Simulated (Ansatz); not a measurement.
# CH₉NSi (built from SMILES CN[SiH3].[H][H]): search for a transition state

Is there a first-order saddle for this four-centre ligand exchange, which should form Si1–H8, N2–H7 and break Si1–N2, H7–H8, and which two structures does it connect?

Method: PBE0-D4, def2-SVP first, then def2-TZVP; program: Ansatz 0.2.0, Gaussian basis.

152 further runs of the same task are left out: 152 set aside as unsound or not needed.

## 1. The system as given

The guess: 12 atoms, charge 0, spin multiplicity 1.

Atoms are counted from 1 here; the program's logs count them from 0.

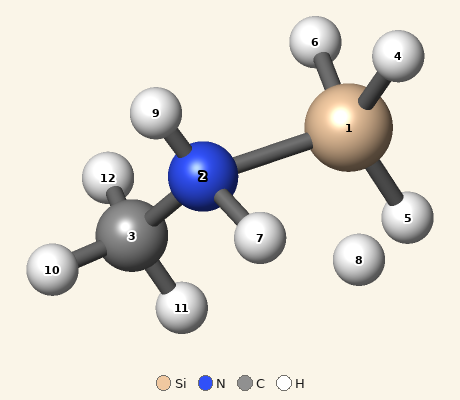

As it starts; silicon light orange, nitrogen blue, carbon grey, hydrogen white; atoms are numbered from 1 in the order of the file.

Geometry (Å):

| atom | x (Å) | y (Å) | z (Å) |
| --- | --- | --- | --- |
| Si1 | 0.1163 | 0.5902 | 1.2437 |
| N2 | 0.4325 | 0.0279 | -0.4831 |
| C3 | -0.3030 | -1.1295 | -0.9555 |
| H4 | 1.0781 | 1.6137 | 1.5878 |
| H5 | -1.3015 | 0.6127 | 1.5235 |
| H6 | 0.5940 | -0.6043 | 1.9897 |
| H7 | -0.0239 | 1.1469 | -0.7639 |
| H8 | -0.4911 | 2.1004 | -0.2196 |
| H9 | 1.4181 | -0.0835 | -0.6939 |
| H10 | -0.1290 | -1.2980 | -2.0198 |
| H11 | -1.3637 | -0.9432 | -0.8013 |
| H12 | -0.0267 | -2.0334 | -0.4076 |

Distances that are to change: Si1–H8 2.19 Å, N2–H7 1.24 Å, Si1–N2 1.84 Å, H7–H8 1.19 Å.

## 2. Relaxing the guess with the reacting distances held

hold/in.yaml

```yaml
crystal:
  periodic: [false, false, false]
  atoms:
    - {symbol: Si, position_ang: [0.116300, 0.590200, 1.243700]}
    - {symbol: N, position_ang: [0.432500, 0.027900, -0.483100]}
    - {symbol: C, position_ang: [-0.303000, -1.129500, -0.955500]}
    - {symbol: H, position_ang: [1.078100, 1.613700, 1.587800]}
    - {symbol: H, position_ang: [-1.301500, 0.612700, 1.523500]}
    - {symbol: H, position_ang: [0.594000, -0.604300, 1.989700]}
    - {symbol: H, position_ang: [-0.023900, 1.146900, -0.763900]}
    - {symbol: H, position_ang: [-0.491100, 2.100400, -0.219600]}
    - {symbol: H, position_ang: [1.418100, -0.083500, -0.693900]}
    - {symbol: H, position_ang: [-0.129000, -1.298000, -2.019800]}
    - {symbol: H, position_ang: [-1.363700, -0.943200, -0.801300]}
    - {symbol: H, position_ang: [-0.026700, -2.033400, -0.407600]}
basis:
  gaussian: {orbitals: def2-SVP}
hamiltonian: {xc: pbe0, dispersion: d4}
relax: {f_tol: 0.04, max_steps: 150, escape_saddle: false, constraints: [{distance: [0, 7]}, {distance: [1, 6]}, {distance: [0, 1]}, {distance: [6, 7]}]}
```

On the command line:

```sh
> ansatz run in.yaml --threads 4 --pin off --events-out ev --progress --plain --max-ram 9574MiB
```

What it wrote, cut to the lines that bear on the results:

```text
Functional definition: PBE0
  name "PBE0"
  cite "Adamo & Barone, J. Chem. Phys. 110, 6158 (1999) doi:10.1063/1.478522"
  cite "Perdew, Burke & Ernzerhof, Phys. Rev. Lett. 77, 3865 (1996) doi:10.1103/PhysRevLett.77.3865"
  parent pbe
[...]
996 factors; integrals over basis functions are off by at most 5.2e-4 eV
[...]
mean field -10537.80715913 eV, -387.2572703158 hartree, gradient 8.3e-5 eV, S^2 0.000000; 0 other end points of the search recorded, 0 dependent functions left out
[...]
reference -10537.80718726 eV, -387.2572713495 hartree; 18, 18 occupied and 73, 73 virtual orbitals, 996 factors
[...]
Atom 4 at    -1.304079     0.661577     1.563113 Å, force     0.008280    -0.001497    -0.001323 eV/Å
Atom 5 at     0.656635    -0.623071     1.985776 Å, force    -0.001326     0.003452    -0.022046 eV/Å
Atom 6 at    -0.026749     1.124666    -0.723315 Å, force    -0.439560     1.063936     0.314645 eV/Å
Atom 7 at    -0.477994     2.106263    -0.216812 Å, force     0.314384    -0.760276    -0.393712 eV/Å
Atom 8 at     1.439232    -0.072990    -0.704829 Å, force    -0.021897     0.021311     0.000075 eV/Å
Atom 9 at    -0.114346    -1.321547    -2.040599 Å, force     0.009672    -0.001555     0.009213 eV/Å
Atom 10 at    -1.388604    -0.943627    -0.860108 Å, force     0.002559     0.015261    -0.003010 eV/Å
Atom 11 at    -0.079179    -2.072439    -0.416022 Å, force    -0.007899     0.005399     0.006988 eV/Å
Dipole moment:     0.268374    -0.681369    -0.277738 e Å
```

Run time: 7 s. Hardware: 4 threads of Arm Neoverse V1, shared host.

Step by step: (the energy doesn't fall at every step)

| step | energy from step 1 (eV) | largest force component (eV/Å) |
| --- | --- | --- |
| 1 | 0.0000 | 0.7378 |
| 2 | -0.0776 | 0.2406 |
| 3 | -0.0839 | 0.1807 |
| 4 | -0.0822 | 0.3184 |
| 5 | -0.0915 | 0.0357 |

Close pairs (by a distance rule), those that changed most:

```csv
bond,before (Å),after (Å),change (Å)
Si1–H5,1.445,1.484,+0.038
Si1–H4,1.446,1.483,+0.037
Si1–H6,1.487,1.516,+0.029
C3–H11,1.088,1.101,+0.013
N2–C3,1.450,1.460,+0.009
C3–H12,1.093,1.102,+0.009
N2–H9,1.014,1.023,+0.009
C3–H10,1.092,1.100,+0.008
```

## 3. A starting Hessian

hessian/in.yaml

```yaml
crystal:
  periodic: [false, false, false]
  atoms:
    - {symbol: Si, position_ang: [0.140338, 0.587079, 1.232544]}
    - {symbol: N, position_ang: [0.442403, 0.000328, -0.488643]}
    - {symbol: C, position_ang: [-0.313461, -1.150991, -0.972596]}
    - {symbol: H, position_ang: [1.025905, 1.704652, 1.641492]}
    - {symbol: H, position_ang: [-1.304079, 0.661577, 1.563113]}
    - {symbol: H, position_ang: [0.656635, -0.623071, 1.985776]}
    - {symbol: H, position_ang: [-0.026749, 1.124666, -0.723315]}
    - {symbol: H, position_ang: [-0.477994, 2.106263, -0.216812]}
    - {symbol: H, position_ang: [1.439232, -0.072990, -0.704829]}
    - {symbol: H, position_ang: [-0.114346, -1.321547, -2.040599]}
    - {symbol: H, position_ang: [-1.388604, -0.943627, -0.860108]}
    - {symbol: H, position_ang: [-0.079179, -2.072439, -0.416022]}
basis:
  gaussian: {orbitals: def2-SVP}
hamiltonian: {xc: pbe0, dispersion: d4}
phonons: {}
scf: {lower_state_search: off}
```

On the command line:

```sh
> ansatz run in.yaml --threads 4 --pin off --events-out ev --progress --plain --max-ram 9574MiB
```

What it wrote, cut to the lines that bear on the results:

```text
[... 5 set-up lines as earlier in the session ...]
[...]
998 factors; integrals over basis functions are off by at most 5.8e-4 eV
[...]
mean field -10537.89992844 eV, -387.2606795250 hartree, gradient 2.6e-6 eV, S^2 0.000000; 0 other end points of the search recorded, 0 dependent functions left out
[...]
WARN: phonons: modes at or below zero, which the zero-point energy, F, S and C_V leave out: 1, the lowest at -1409.67 cm⁻¹. A minimum has none, and a first-order saddle one
[...]
Atom 11 at    -0.079179    -2.072439    -0.416022 Å, force    -0.007905     0.005373     0.006977 eV/Å
Dipole moment:     0.268373    -0.681369    -0.277737 e Å
Vibrations: -1409.67 155.43 214.58 243.43 425.98 479.71 623.88 653.13 759.02 850.88 911.39 953.59 1014.84 1056.84 1098.71 1144.17 1318.20 1360.30 1440.84 1467.78 1485.97 1561.70 1785.39 2122.77 2268.90 2297.07 3054.11 3148.41 3163.76 3529.65 cm⁻¹, zero-point energy 2.516287 eV
Checks for a lower state left out: stability, starts, cluster_reference, orbital_swaps, neighbouring_geometries, increment
```

It took 52 s on 4 threads of Arm Neoverse V1, shared host.

The structure is not stationary yet, so these wavenumbers are no spectrum; the search needs only the force constants.

## 4. Saddle search in the small basis

A small driver takes partitioned rational-function steps: uphill along one mode, downhill along the rest. It calls the program once a step for energy and forces and updates the Hessian by Bofill's formula. It stops when the largest force is under 0.04 eV/Å and the followed curvature is negative. The first step's input:

presaddle/in.yaml

```yaml
crystal:
  periodic: [false, false, false]
  atoms:
    - {symbol: Si, position_ang: [0.140338, 0.587079, 1.232544]}
    - {symbol: N, position_ang: [0.442403, 0.000328, -0.488643]}
    - {symbol: C, position_ang: [-0.313461, -1.150991, -0.972596]}
    - {symbol: H, position_ang: [1.025905, 1.704652, 1.641492]}
    - {symbol: H, position_ang: [-1.304079, 0.661577, 1.563113]}
    - {symbol: H, position_ang: [0.656635, -0.623071, 1.985776]}
    - {symbol: H, position_ang: [-0.026749, 1.124666, -0.723315]}
    - {symbol: H, position_ang: [-0.477994, 2.106263, -0.216812]}
    - {symbol: H, position_ang: [1.439232, -0.072990, -0.704829]}
    - {symbol: H, position_ang: [-0.114346, -1.321547, -2.040599]}
    - {symbol: H, position_ang: [-1.388604, -0.943627, -0.860108]}
    - {symbol: H, position_ang: [-0.079179, -2.072439, -0.416022]}
basis:
  gaussian: {orbitals: def2-SVP}
hamiltonian: {xc: pbe0, dispersion: d4}
output: {forces: true}
scf: {lower_state_search: off}
```

On the command line:

```sh
> ansatz run in.yaml --threads 4 --pin off --events-out ev --progress --plain --max-ram 9574MiB
```

Step by step:

```
step   energy (eV)  largest force (eV/Å)  followed curvature (eV/Å²)
   1  -10538.08107                1.0640                       -9.57
   2  -10538.10470                0.2646                      -10.12
   3  -10538.10975                0.1080                      -10.33
   4  -10538.10846                0.1028                      -10.40
   5  -10538.11058                0.0178                      -10.42
```

The 5 steps took 3.8 s in all (4 threads of Arm Neoverse V1, shared host).

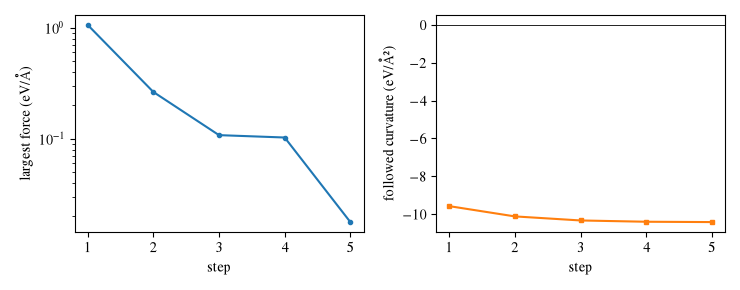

Largest force and followed curvature during the search.

## 5. Saddle search in triple zeta

A small driver takes partitioned rational-function steps: uphill along one mode, downhill along the rest. It calls the program once a step for energy and forces and updates the Hessian by Bofill's formula. It stops when the largest force is under 0.018 eV/Å and the followed curvature is negative. The first step's input:

saddle/in.yaml

```yaml
crystal:
  periodic: [false, false, false]
  atoms:
    - {symbol: Si, position_ang: [0.115604, 0.668647, 1.199988]}
    - {symbol: N, position_ang: [0.453883, 0.001583, -0.541247]}
    - {symbol: C, position_ang: [-0.320407, -1.147173, -0.995134]}
    - {symbol: H, position_ang: [1.007549, 1.753843, 1.697249]}
    - {symbol: H, position_ang: [-1.309220, 0.643550, 1.637932]}
    - {symbol: H, position_ang: [0.687753, -0.560796, 1.903443]}
    - {symbol: H, position_ang: [-0.013668, 1.105303, -0.722237]}
    - {symbol: H, position_ang: [-0.458501, 1.957309, -0.090938]}
    - {symbol: H, position_ang: [1.452626, -0.095251, -0.738441]}
    - {symbol: H, position_ang: [-0.070034, -1.404844, -2.033914]}
    - {symbol: H, position_ang: [-1.390277, -0.891120, -0.957190]}
    - {symbol: H, position_ang: [-0.155208, -2.031151, -0.359511]}
basis:
  gaussian: {orbitals: def2-TZVP}
hamiltonian: {xc: pbe0, dispersion: d4}
output: {forces: true}
scf: {lower_state_search: off}
```

On the command line:

```sh
> ansatz run in.yaml --threads 4 --pin off --events-out ev --progress --plain --max-ram 9574MiB
```

The driver's record:

```
step   energy (eV)  largest force (eV/Å)  followed curvature (eV/Å²)
   1  -10543.85584                0.2906                      -10.42
   2  -10543.86937                0.0829                      -10.46
   3  -10543.87041                0.1257                      -10.46
   4  -10543.87281                0.0616                      -10.44
   5  -10543.87264                0.1102                      -10.43
   6  -10543.87328                0.0288                      -10.40
   7  -10543.87334                0.0314                      -10.42
   8  -10543.87338                0.0220                      -10.48
   9  -10543.87339                0.0049                      -10.32
```

The 9 steps took 12 s in all (4 threads of Arm Neoverse V1, shared host).

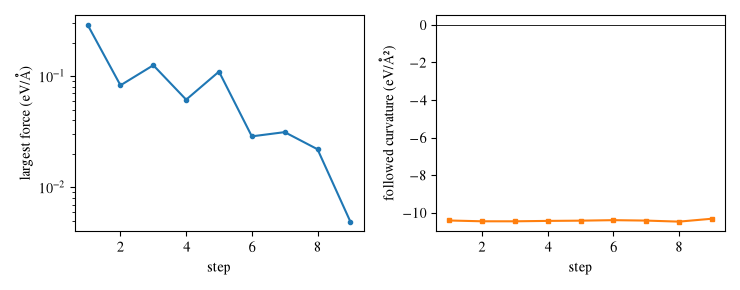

Largest force and followed curvature during the search.

Geometry at the end of the search:

```
Si    0.1191    0.6418    1.1870
N     0.5167   -0.0047   -0.5179
C    -0.3333   -1.0953   -0.9896
H     0.9425    1.7920    1.6264
H    -1.2846    0.5398    1.6523
H     0.7681   -0.5247    1.9107
H     0.0333    1.0708   -0.7286
H    -0.5661    1.8532   -0.1186
H     1.5034   -0.1774   -0.6867
H    -0.0787   -1.3719   -2.0136
H    -1.3699   -0.7484   -0.9738
H    -0.2504   -1.9755   -0.3477
```

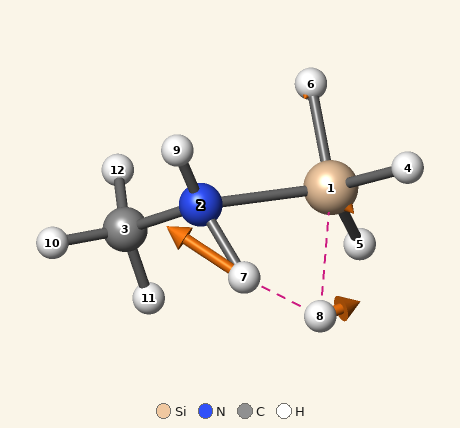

The point found; broken lines mark the pairs that react, arrows the followed mode.

## 6. Vibrations at the point found

vib/in.yaml

```yaml
crystal:
  periodic: [false, false, false]
  atoms:
    - {symbol: Si, position_ang: [0.119150, 0.641808, 1.186980]}
    - {symbol: N, position_ang: [0.516674, -0.004715, -0.517863]}
    - {symbol: C, position_ang: [-0.333316, -1.095269, -0.989599]}
    - {symbol: H, position_ang: [0.942472, 1.792004, 1.626391]}
    - {symbol: H, position_ang: [-1.284587, 0.539783, 1.652339]}
    - {symbol: H, position_ang: [0.768103, -0.524705, 1.910719]}
    - {symbol: H, position_ang: [0.033343, 1.070807, -0.728621]}
    - {symbol: H, position_ang: [-0.566113, 1.853249, -0.118566]}
    - {symbol: H, position_ang: [1.503414, -0.177356, -0.686737]}
    - {symbol: H, position_ang: [-0.078729, -1.371852, -2.013583]}
    - {symbol: H, position_ang: [-1.369936, -0.748402, -0.973806]}
    - {symbol: H, position_ang: [-0.250374, -1.975451, -0.347654]}
basis:
  gaussian: {orbitals: def2-TZVP}
hamiltonian: {xc: pbe0, dispersion: d4}
phonons: {temperatures: {t_min: 298.15, t_max: 900, t_step: 200}}
```

On the command line:

```sh
> ansatz run in.yaml --threads 4 --pin off --events-out ev --progress --plain --max-ram 9574MiB
```

What it wrote, cut to the lines that bear on the results:

```text
[... 5 set-up lines as earlier in the session ...]
[...]
999 factors; their error is unknown
[...]
mean field -10543.69288124 eV, -387.4735666137 hartree, gradient 1.5e-5 eV, S^2 0.000000; 0 other end points of the search recorded, 0 dependent functions left out
[...]
WARN: phonons: modes at or below zero, which the zero-point energy, F, S and C_V leave out: 1, the lowest at -1350.05 cm⁻¹. A minimum has none, and a first-order saddle one
[...]
Atom 10 at    -1.369936    -0.748402    -0.973806 Å, force     0.000622    -0.000358    -0.000962 eV/Å
Atom 11 at    -0.250374    -1.975451    -0.347654 Å, force     0.000250     0.003707    -0.002784 eV/Å
Dipole moment:     0.232381    -0.497061    -0.450222 e Å
Vibrations: -1350.05 140.94 208.85 238.53 327.39 588.66 680.00 698.15 790.92 880.30 938.79 1008.64 1041.32 1060.95 1083.30 1156.81 1329.50 1449.44 1487.82 1506.34 1529.49 1551.85 1898.63 2047.31 2220.23 2249.86 3048.17 3121.38 3136.68 3519.81 cm⁻¹, zero-point energy 2.537960 eV
```

It took 86 s on 4 threads of Arm Neoverse V1, shared host.

Wavenumbers and character of the modes:

```
mode  wavenumber (cm⁻¹)                                                            character
   1              1350i                                         changes Si1–H8, N2–H7, H7–H8
   2                141                                                    torsion with bend
   3                209                                                    torsion with bend
   4                239                                                    torsion with bend
   5                327                                                                 bend
   6                589                                                         Si–N stretch
   7                680                                                    bend with torsion
   8                698                                                              torsion
   9                791                                                                 bend
  10                880                                                    bend with torsion
  11                939                                                    bend with torsion
  12               1009                                                                 bend
  13               1041                                                    bend with torsion
  14               1061                                                C–N stretch with bend
  15               1083                                                C–N stretch with bend
  16               1157                                                                 bend
  17               1330                                                                 bend
  18               1449                                                                 bend
  19               1488                                                                 bend
  20               1506                                                                 bend
  21               1529  not assigned (largely outside the bonds, angles and torsions drawn)
  22               1552  not assigned (largely outside the bonds, angles and torsions drawn)
  23               1899                                                bend with N–H stretch
  24               2047                                                         Si–H stretch
  25               2220                                                         Si–H stretch
  26               2250                                                         Si–H stretch
  27               3048                                                          C–H stretch
  28               3121                                                          C–H stretch
  29               3137                                                          C–H stretch
  30               3520                                                          N–H stretch
```

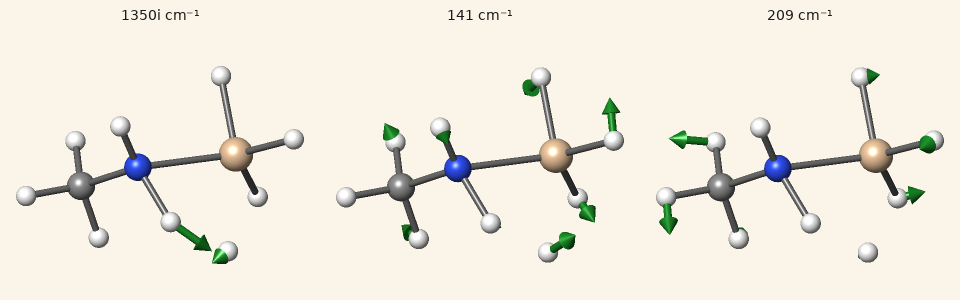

How the atoms move in 3 of the modes.

Vibrational sums (real modes only):

```
T (K)  entropy (J/mol/K)  heat capacity (J/mol/K)
  298               41.7                     57.0
  498               81.9                    102.0
  698              122.1                    136.2
  898              159.5                    160.8
```

## 7. Relaxing after a step of 0.30 Å one way along the mode

downa/in.yaml

```yaml
crystal:
  periodic: [false, false, false]
  atoms:
    - {symbol: Si, position_ang: [0.069784, 0.746240, 1.190907]}
    - {symbol: N, position_ang: [0.495252, 0.037651, -0.560318]}
    - {symbol: C, position_ang: [-0.341611, -1.088527, -1.009209]}
    - {symbol: H, position_ang: [0.962357, 1.808169, 1.670100]}
    - {symbol: H, position_ang: [-1.313909, 0.531917, 1.692612]}
    - {symbol: H, position_ang: [0.756362, -0.494683, 1.856443]}
    - {symbol: H, position_ang: [0.152941, 0.812891, -0.824411]}
    - {symbol: H, position_ang: [-0.583797, 1.877958, 0.029818]}
    - {symbol: H, position_ang: [1.493811, -0.157657, -0.694888]}
    - {symbol: H, position_ang: [-0.078997, -1.378916, -2.026282]}
    - {symbol: H, position_ang: [-1.374456, -0.746776, -0.981853]}
    - {symbol: H, position_ang: [-0.237638, -1.948368, -0.342919]}
basis:
  gaussian: {orbitals: def2-TZVP}
hamiltonian: {xc: pbe0, dispersion: d4}
relax: {f_tol: 0.005, max_steps: 200}
```

On the command line:

```sh
> ansatz run in.yaml --threads 4 --pin off --events-out ev --progress --plain --max-ram 9574MiB
```

What it wrote, cut to the lines that bear on the results:

```text
[... 5 set-up lines as earlier in the session ...]
[...]
999 factors; their error is unknown
[...]
mean field -10543.33761139 eV, -387.4605106876 hartree, gradient 1.6e-5 eV, S^2 0.000000; 0 other end points of the search recorded, 0 dependent functions left out
[...]
Atom 8 at     1.645056    -0.318859    -0.757610 Å, force    -0.002260    -0.003250     0.002202 eV/Å
Atom 9 at     0.092045    -1.503138    -2.278502 Å, force    -0.002278    -0.001303    -0.000291 eV/Å
Atom 10 at    -1.204031    -0.699677    -1.374436 Å, force     0.003864    -0.000204     0.000584 eV/Å
Atom 11 at    -0.177789    -1.874710    -0.566336 Å, force    -0.001062    -0.002254     0.000235 eV/Å
Dipole moment:     0.198450    -0.163883    -0.482654 e Å
```

Wall time 30 s (4 threads of Arm Neoverse V1, shared host).

The steps of the relaxation:

```csv
step,energy from step 1 (eV),largest force component (eV/Å)
1,0.0000,8.6720
2,-0.8035,1.1533
3,-0.9559,0.6821
4,-1.1067,1.0966
5,-1.2005,1.1365
6,-1.3390,1.2343
7,-1.5028,1.2476
8,-1.6930,1.2874
9,-1.9013,0.8262
10,-1.9860,0.1778
11,-2.0200,0.0683
12,-2.0372,0.3193
13,-2.0642,0.1109
14,-2.0683,0.0363
15,-2.0692,0.0467
16,-2.0698,0.0183
17,-2.0698,0.0048
```

Close pairs (by a distance rule), those that changed most:

| bond | before (Å) | after (Å) | change (Å) |
| --- | --- | --- | --- |
| Si1–N2 | 1.936 | 2.872 | +0.935 |
| Si1–H8 | 1.748 | 1.484 | -0.265 |
| N2–H7 | 0.888 | 1.012 | +0.124 |
| Si1–H6 | 1.567 | 1.484 | -0.083 |
| N2–C3 | 1.473 | 1.453 | -0.020 |
| Si1–H4 | 1.468 | 1.483 | +0.015 |
| N2–H9 | 1.026 | 1.012 | -0.014 |
| Si1–H5 | 1.487 | 1.496 | +0.009 |

[end of part 1 of 2]
